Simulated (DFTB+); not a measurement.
# Geometry relaxation, with input and output: CH8AlBClNSi (part 5 of 5)

CH8AlBClNSi; GFN2-xTB, R-SCC, dispersion built in (DFTB+ 25.1). The run did not end well. The geometry: force field.

Trajectory as extended XYZ, continued:
```
14
Properties=species:S:1:pos:R:3 step=77 energy=-485.38734
C    -0.4964   -0.1114    2.0486
B    -0.0257   -0.0954    0.5154
Si    1.2379   -1.3618   -0.2618
N    -0.6221    0.8749   -0.3256
Al   -0.5073    1.3332   -2.0745
Cl   -2.0347    2.3958   -2.8598
H    -0.1928   -1.0145    2.5737
H    -1.5755    0.0017    2.1645
H    -0.0478    0.7409    2.5757
H     0.5865   -2.5623   -0.8324
H     2.0230   -0.7929   -1.3742
H     2.2410   -1.9184    0.6672
H    -1.3178    1.4579    0.1411
H     0.7187    1.0233   -2.9290
14
Properties=species:S:1:pos:R:3 step=78 energy=-485.38997
C    -0.4987   -0.1084    2.0448
B    -0.0255   -0.0952    0.5195
Si    1.2431   -1.3707   -0.2558
N    -0.6090    0.8749   -0.3283
Al   -0.5084    1.3348   -2.0763
Cl   -2.0464    2.3909   -2.8564
H    -0.2002   -1.0075    2.5789
H    -1.5785    0.0022    2.1532
H    -0.0543    0.7374    2.5787
H     0.5867   -2.5627   -0.8310
H     2.0187   -0.7893   -1.3680
H     2.2498   -1.9297    0.6623
H    -1.3023    1.4610    0.1431
H     0.7120    1.0334   -2.9358
14
Properties=species:S:1:pos:R:3 step=79 energy=-485.39252
C    -0.4908   -0.1075    2.0478
B    -0.0333   -0.0945    0.5217
Si    1.2420   -1.3622   -0.2642
N    -0.6230    0.8729   -0.3275
Al   -0.5031    1.3342   -2.0751
Cl   -2.0358    2.3972   -2.8622
H    -0.1943   -1.0146    2.5750
H    -1.5748    0.0008    2.1630
H    -0.0489    0.7370    2.5740
H     0.5859   -2.5619   -0.8324
H     2.0242   -0.7937   -1.3755
H     2.2414   -1.9183    0.6683
H    -1.3181    1.4591    0.1433
H     0.7156    1.0223   -2.9275
14
Properties=species:S:1:pos:R:3 step=80 energy=-485.39252
C    -0.4910   -0.1075    2.0477
B    -0.0331   -0.0945    0.5216
Si    1.2421   -1.3624   -0.2639
N    -0.6227    0.8730   -0.3275
Al   -0.5033    1.3342   -2.0751
Cl   -2.0361    2.3970   -2.8621
H    -0.1944   -1.0144    2.5751
H    -1.5749    0.0008    2.1628
H    -0.0491    0.7370    2.5741
H     0.5859   -2.5619   -0.8324
H     2.0240   -0.7936   -1.3753
H     2.2416   -1.9185    0.6682
H    -1.3177    1.4591    0.1433
H     0.7155    1.0226   -2.9277
14
Properties=species:S:1:pos:R:3 step=81 energy=-485.39410
C    -0.4898   -0.1119    2.0489
B    -0.0444   -0.0923    0.5226
Si    1.2426   -1.3582   -0.2697
N    -0.6365    0.8697   -0.3269
Al   -0.4987    1.3352   -2.0731
Cl   -2.0254    2.4035   -2.8693
H    -0.1898   -1.0161    2.5722
H    -1.5651   -0.0016    2.1702
H    -0.0412    0.7371    2.5732
H     0.5857   -2.5585   -0.8332
H     2.0307   -0.7974   -1.3841
H     2.2332   -1.9070    0.6731
H    -1.3316    1.4574    0.1444
H     0.7176    1.0111   -2.9194
14
Properties=species:S:1:pos:R:3 step=82 energy=-485.39430
C    -0.4901   -0.1108    2.0486
B    -0.0416   -0.0929    0.5224
Si    1.2425   -1.3593   -0.2683
N    -0.6331    0.8705   -0.3271
Al   -0.4998    1.3349   -2.0736
Cl   -2.0281    2.4019   -2.8675
H    -0.1910   -1.0157    2.5729
H    -1.5675   -0.0010    2.1683
H    -0.0432    0.7371    2.5734
H     0.5857   -2.5593   -0.8330
H     2.0290   -0.7964   -1.3819
H     2.2353   -1.9099    0.6719
H    -1.3281    1.4578    0.1442
H     0.7170    1.0140   -2.9215
14
Properties=species:S:1:pos:R:3 step=83 energy=-485.39585
C    -0.4878   -0.1117    2.0490
B    -0.0465   -0.0959    0.5178
Si    1.2407   -1.3564   -0.2690
N    -0.6460    0.8706   -0.3273
Al   -0.5004    1.3373   -2.0705
Cl   -2.0185    2.4067   -2.8741
H    -0.1873   -1.0146    2.5734
H    -1.5631   -0.0030    2.1732
H    -0.0367    0.7327    2.5739
H     0.5861   -2.5546   -0.8333
H     2.0342   -0.7991   -1.3884
H     2.2301   -1.9013    0.6749
H    -1.3364    1.4557    0.1448
H     0.7185    1.0046   -2.9156
14
Properties=species:S:1:pos:R:3 step=84 energy=-485.39585
C    -0.4879   -0.1116    2.0490
B    -0.0464   -0.0959    0.5179
Si    1.2408   -1.3565   -0.2690
N    -0.6456    0.8706   -0.3273
Al   -0.5004    1.3373   -2.0706
Cl   -2.0187    2.4066   -2.8739
H    -0.1874   -1.0146    2.5734
H    -1.5632   -0.0030    2.1730
H    -0.0368    0.7328    2.5739
H     0.5861   -2.5547   -0.8333
H     2.0341   -0.7991   -1.3882
H     2.2302   -1.9015    0.6748
H    -1.3362    1.4557    0.1448
H     0.7184    1.0048   -2.9158
14
Properties=species:S:1:pos:R:3 step=85 energy=-485.39701
C    -0.4832   -0.1116    2.0469
B    -0.0518   -0.0973    0.5118
Si    1.2399   -1.3520   -0.2714
N    -0.6541    0.8668   -0.3279
Al   -0.5016    1.3392   -2.0681
Cl   -2.0095    2.4124   -2.8817
H    -0.1831   -1.0140    2.5757
H    -1.5625   -0.0044    2.1775
H    -0.0300    0.7272    2.5749
H     0.5863   -2.5503   -0.8340
H     2.0374   -0.8026   -1.3916
H     2.2267   -1.8938    0.6781
H    -1.3463    1.4556    0.1480
H     0.7188    0.9957   -2.9095
14
Properties=species:S:1:pos:R:3 step=86 energy=-485.39706
C    -0.4840   -0.1116    2.0473
B    -0.0509   -0.0970    0.5129
Si    1.2401   -1.3527   -0.2710
N    -0.6527    0.8675   -0.3278
Al   -0.5014    1.3388   -2.0685
Cl   -2.0110    2.4114   -2.8803
H    -0.1839   -1.0142    2.5753
H    -1.5626   -0.0042    2.1768
H    -0.0312    0.7282    2.5747
H     0.5863   -2.5510   -0.8338
H     2.0368   -0.8020   -1.3910
H     2.2273   -1.8951    0.6775
H    -1.3446    1.4556    0.1475
H     0.7188    0.9973   -2.9106
14
Properties=species:S:1:pos:R:3 step=87 energy=-485.39792
C    -0.4835   -0.1141    2.0444
B    -0.0541   -0.0976    0.5113
Si    1.2414   -1.3478   -0.2754
N    -0.6613    0.8668   -0.3277
Al   -0.5021    1.3387   -2.0686
Cl   -2.0044    2.4184   -2.8887
H    -0.1797   -1.0138    2.5770
H    -1.5611   -0.0046    2.1794
H    -0.0243    0.7248    2.5758
H     0.5861   -2.5484   -0.8351
H     2.0374   -0.8059   -1.3898
H     2.2261   -1.8893    0.6803
H    -1.3508    1.4534    0.1500
H     0.7173    0.9902   -2.9041
14
Properties=species:S:1:pos:R:3 step=88 energy=-485.39796
C    -0.4836   -0.1136    2.0449
B    -0.0536   -0.0975    0.5115
Si    1.2412   -1.3487   -0.2746
N    -0.6598    0.8669   -0.3277
Al   -0.5020    1.3387   -2.0686
Cl   -2.0056    2.4172   -2.8872
H    -0.1805   -1.0139    2.5767
H    -1.5614   -0.0045    2.1789
H    -0.0255    0.7254    2.5756
H     0.5861   -2.5489   -0.8349
H     2.0373   -0.8052   -1.3900
H     2.2263   -1.8903    0.6798
H    -1.3497    1.4538    0.1495
H     0.7176    0.9915   -2.9053
14
Properties=species:S:1:pos:R:3 step=89 energy=-485.39890
C    -0.4833   -0.1152    2.0478
B    -0.0548   -0.0964    0.5112
Si    1.2414   -1.3472   -0.2749
N    -0.6660    0.8671   -0.3279
Al   -0.5050    1.3378   -2.0694
Cl   -1.9998    2.4245   -2.8955
H    -0.1775   -1.0140    2.5761
H    -1.5590   -0.0040    2.1800
H    -0.0213    0.7212    2.5734
H     0.5861   -2.5471   -0.8364
H     2.0386   -0.8069   -1.3892
H     2.2259   -1.8854    0.6808
H    -1.3543    1.4510    0.1520
H     0.7159    0.9857   -2.8995
14
Properties=species:S:1:pos:R:3 step=90 energy=-485.39756
C    -0.4828   -0.1178    2.0527
B    -0.0568   -0.0947    0.5108
Si    1.2418   -1.3447   -0.2753
N    -0.6760    0.8675   -0.3282
Al   -0.5098    1.3362   -2.0707
Cl   -1.9905    2.4362   -2.9088
H    -0.1726   -1.0142    2.5751
H    -1.5551   -0.0032    2.1818
H    -0.0144    0.7144    2.5698
H     0.5860   -2.5443   -0.8387
H     2.0407   -0.8097   -1.3878
H     2.2252   -1.8775    0.6825
H    -1.3618    1.4464    0.1561
H     0.7131    0.9764   -2.8903
14
Properties=species:S:1:pos:R:3 step=91 energy=-485.39892
C    -0.4832   -0.1155    2.0484
B    -0.0551   -0.0962    0.5112
Si    1.2415   -1.3469   -0.2750
N    -0.6672    0.8672   -0.3279
Al   -0.5055    1.3376   -2.0696
Cl   -1.9987    2.4259   -2.8971
H    -0.1769   -1.0140    2.5760
H    -1.5585   -0.0039    2.1802
H    -0.0204    0.7204    2.5730
H     0.5860   -2.5468   -0.8366
H     2.0388   -0.8073   -1.3890
H     2.2258   -1.8845    0.6811
H    -1.3552    1.4504    0.1525
H     0.7155    0.9846   -2.8984
14
Properties=species:S:1:pos:R:3 step=92 energy=-485.40013
C    -0.4813   -0.1170    2.0485
B    -0.0568   -0.0938    0.5115
Si    1.2401   -1.3462   -0.2733
N    -0.6718    0.8654   -0.3280
Al   -0.5114    1.3366   -2.0702
Cl   -1.9912    2.4348   -2.9072
H    -0.1735   -1.0167    2.5754
H    -1.5572   -0.0029    2.1821
H    -0.0152    0.7175    2.5707
H     0.5862   -2.5448   -0.8383
H     2.0414   -0.8081   -1.3888
H     2.2259   -1.8790    0.6819
H    -1.3620    1.4478    0.1564
H     0.7138    0.9776   -2.8919
14
Properties=species:S:1:pos:R:3 step=93 energy=-485.39951
C    -0.4782   -0.1193    2.0486
B    -0.0596   -0.0900    0.5120
Si    1.2379   -1.3452   -0.2707
N    -0.6794    0.8626   -0.3282
Al   -0.5208    1.3351   -2.0713
Cl   -1.9790    2.4493   -2.9236
H    -0.1681   -1.0211    2.5745
H    -1.5550   -0.0014    2.1852
H    -0.0068    0.7127    2.5671
H     0.5865   -2.5416   -0.8410
H     2.0455   -0.8095   -1.3885
H     2.2260   -1.8701    0.6834
H    -1.3730    1.4435    0.1626
H     0.7109    0.9661   -2.8813
14
Properties=species:S:1:pos:R:3 step=94 energy=-485.40028
C    -0.4803   -0.1177    2.0485
B    -0.0577   -0.0926    0.5116
Si    1.2394   -1.3459   -0.2725
N    -0.6742    0.8646   -0.3281
Al   -0.5142    1.3362   -2.0705
Cl   -1.9874    2.4392   -2.9122
H    -0.1719   -1.0181    2.5751
H    -1.5565   -0.0025    2.1831
H    -0.0127    0.7160    2.5696
H     0.5863   -2.5438   -0.8391
H     2.0426   -0.8086   -1.3887
H     2.2259   -1.8763    0.6824
H    -1.3654    1.4465    0.1583
H     0.7129    0.9740   -2.8887
14
Properties=species:S:1:pos:R:3 step=95 energy=-485.40078
C    -0.4777   -0.1206    2.0451
B    -0.0579   -0.0925    0.5117
Si    1.2366   -1.3434   -0.2712
N    -0.6841    0.8655   -0.3257
Al   -0.5237    1.3346   -2.0701
Cl   -1.9759    2.4528   -2.9275
H    -0.1685   -1.0234    2.5730
H    -1.5541   -0.0011    2.1873
H    -0.0043    0.7157    2.5685
H     0.5867   -2.5415   -0.8412
H     2.0459   -0.8091   -1.3872
H     2.2274   -1.8696    0.6844
H    -1.3729    1.4402    0.1611
H     0.7096    0.9633   -2.8793
14
Properties=species:S:1:pos:R:3 step=96 energy=-485.40109
C    -0.4787   -0.1195    2.0464
B    -0.0578   -0.0926    0.5117
Si    1.2377   -1.3443   -0.2717
N    -0.6803    0.8651   -0.3266
Al   -0.5201    1.3352   -2.0703
Cl   -1.9803    2.4476   -2.9217
H    -0.1698   -1.0214    2.5738
H    -1.5550   -0.0016    2.1857
H    -0.0075    0.7158    2.5689
H     0.5865   -2.5424   -0.8404
H     2.0447   -0.8089   -1.3878
H     2.2268   -1.8721    0.6836
H    -1.3701    1.4426    0.1600
H     0.7109    0.9674   -2.8829
14
Properties=species:S:1:pos:R:3 step=97 energy=-485.40193
C    -0.4763   -0.1200    2.0470
B    -0.0583   -0.0932    0.5084
Si    1.2378   -1.3416   -0.2734
N    -0.6845    0.8643   -0.3250
Al   -0.5250    1.3340   -2.0683
Cl   -1.9731    2.4561   -2.9311
H    -0.1701   -1.0237    2.5699
H    -1.5515   -0.0012    2.1893
H    -0.0039    0.7159    2.5682
H     0.5868   -2.5417   -0.8409
H     2.0456   -0.8087   -1.3849
H     2.2282   -1.8694    0.6852
H    -1.3759    1.4396    0.1618
H     0.7073    0.9607   -2.8772
14
Properties=species:S:1:pos:R:3 step=98 energy=-485.40049
C    -0.4725   -0.1209    2.0480
B    -0.0592   -0.0942    0.5030
Si    1.2380   -1.3373   -0.2762
N    -0.6912    0.8629   -0.3224
Al   -0.5329    1.3321   -2.0651
Cl   -1.9616    2.4698   -2.9464
H    -0.1706   -1.0274    2.5635
H    -1.5460   -0.0004    2.1951
H     0.0021    0.7159    2.5671
H     0.5873   -2.5405   -0.8418
H     2.0470   -0.8084   -1.3802
H     2.2304   -1.8651    0.6877
H    -1.3854    1.4346    0.1645
H     0.7015    0.9497   -2.8681
14
Properties=species:S:1:pos:R:3 step=99 energy=-485.40194
C    -0.4760   -0.1201    2.0471
B    -0.0584   -0.0933    0.5079
Si    1.2378   -1.3413   -0.2737
N    -0.6850    0.8642   -0.3248
Al   -0.5257    1.3339   -2.0680
Cl   -1.9722    2.4573   -2.9324
H    -0.1701   -1.0240    2.5694
H    -1.5511   -0.0011    2.1898
H    -0.0034    0.7159    2.5681
H     0.5868   -2.5416   -0.8410
H     2.0457   -0.8087   -1.3845
H     2.2284   -1.8691    0.6854
H    -1.3767    1.4391    0.1620
H     0.7068    0.9597   -2.8765
14
Properties=species:S:1:pos:R:3 step=100 energy=-485.40244
C    -0.4722   -0.1173    2.0459
B    -0.0611   -0.0943    0.5079
Si    1.2408   -1.3417   -0.2746
N    -0.6893    0.8632   -0.3256
Al   -0.5303    1.3338   -2.0660
Cl   -1.9629    2.4658   -2.9419
H    -0.1711   -1.0270    2.5642
H    -1.5464   -0.0006    2.1944
H    -0.0004    0.7144    2.5672
H     0.5878   -2.5406   -0.8405
H     2.0477   -0.8065   -1.3823
H     2.2282   -1.8664    0.6856
H    -1.3845    1.4364    0.1645
H     0.7006    0.9518   -2.8702
```

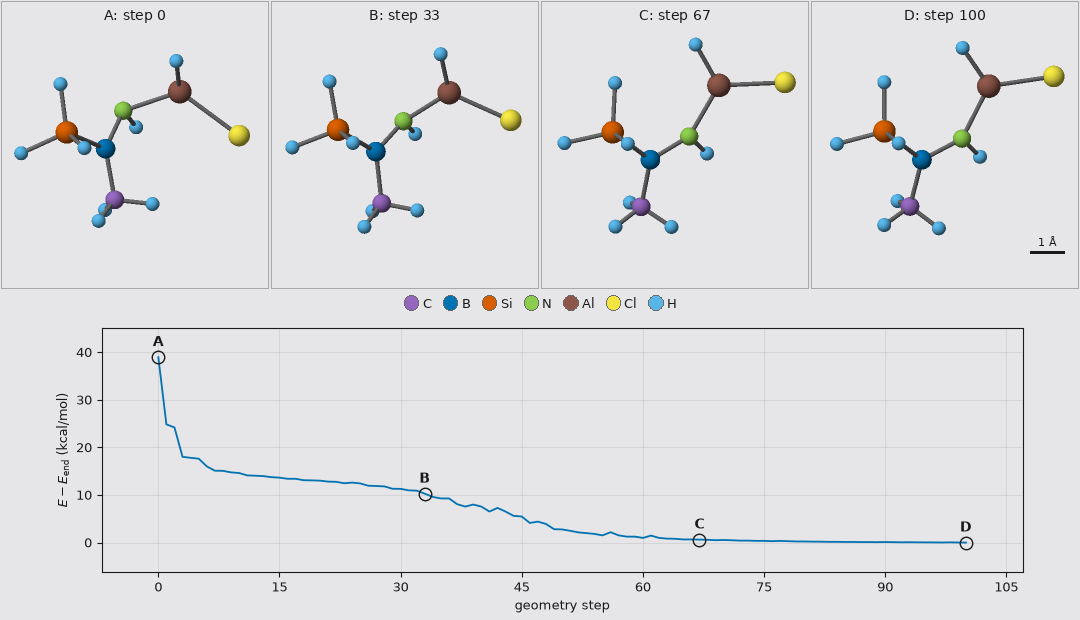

Figure 1. Frames of the relaxation (ball-and-stick view, seen at a tilt) above the curves, on which the letters mark them (steps are counted from 0).

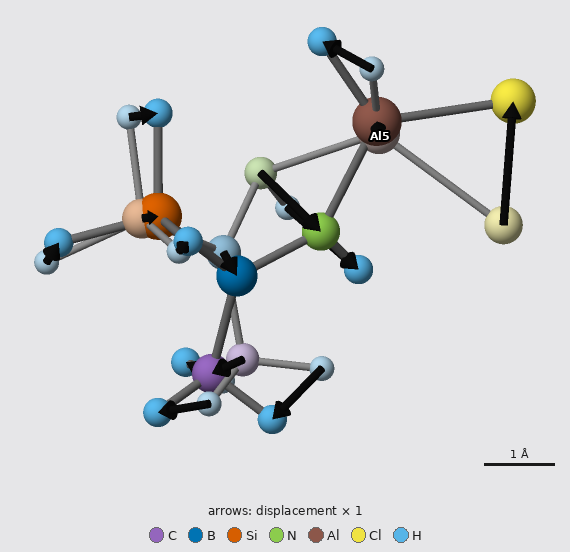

Figure 2. Start (faint) and end (solid) with the displacements as black arrows, at true length (ball-and-stick view, seen at a tilt). The two geometries are laid on each other by the best rigid fit. The relaxation stopped without meeting its thresholds, so the last structure isn't shown to be converged. Over 100 geometry steps the energy falls by 39.0 kcal/mol. The atom that moves furthest after the best rigid fit is Cl6 (1.79 Å). By element the largest moves are Cl 1.79 Å, H 1.59 Å, N 1.35 Å, C 0.58 Å, B 0.40 Å, Al 0.25 Å. Distances before and after: Al5–Cl6 2.216 → 2.025 Å, N4–Al5 1.969 → 1.810 Å, B2–N4 1.550 → 1.416 Å, C1–H9 1.164 → 1.089 Å. Among the angles that change: B2–N4–Al5 105.1° → 134.6°, Al5–N4–H13 100.2° → 111.9°, B2–N4–H13 105.8° → 113.4°. (Atoms are counted from 1 in the order of the input.)

This output came from the following input.

Input (dftb_in.hsd):
```
Geometry {
  TypeNames {
    "C" "B" "Si" "N" "Al" "Cl" "H"
  }
  TypesAndCoordinates [Angstrom] {
    1 -0.753000 -0.191300 1.545400
    2 0.291400 0.061400 0.396400
    3 1.399000 -1.420400 -0.152600
    4 0.547800 1.438400 -0.267300
    5 -0.621200 1.468400 -1.851000
    6 -2.813000 1.675200 -1.597100
    7 -0.758500 -1.192400 1.901100
    7 -1.768400 0.097200 1.116800
    7 -0.585200 0.553000 2.424300
    7 0.593600 -2.511000 -0.631100
    7 2.345700 -0.973300 -1.169800
    7 2.215700 -1.887500 1.041100
    7 0.035500 2.176400 0.367500
    7 -0.142400 0.676900 -3.094900
  }
}
Driver = ConjugateGradient {
  MovedAtoms = 1:-1
  MaxForceComponent = 0.001
  MaxSteps = 100
  AppendGeometries = Yes
}
Hamiltonian = xTB {
  Method = "GFN2-xTB"
}
Analysis {
  PrintForces = Yes
}
Options {
  WriteResultsTag = Yes
}
InputVersion = 25.1
```

Launched with:
```bash
dftb+ > run.log
```

Outcome:

| quantity | value |
| --- | --- |
| outcome | not converged |
| Mermin free energy | −17.838210 hartree |
| basis functions | 47 |
| largest force | 0.108 eV/Å |
| HOMO | −9.80 eV |
| LUMO | −6.45 eV |
| dipole moment | 2.37 D |
| hardware | 1 thread of AMD EPYC (Zen 3), 24 GiB of memory available, shared host |
| wall time | 2.7 s |
| peak memory | 0.071 GiB |

What went wrong:

Settings chosen away from the usual ones: optimiser. The run did not converge. Its last values are not results.
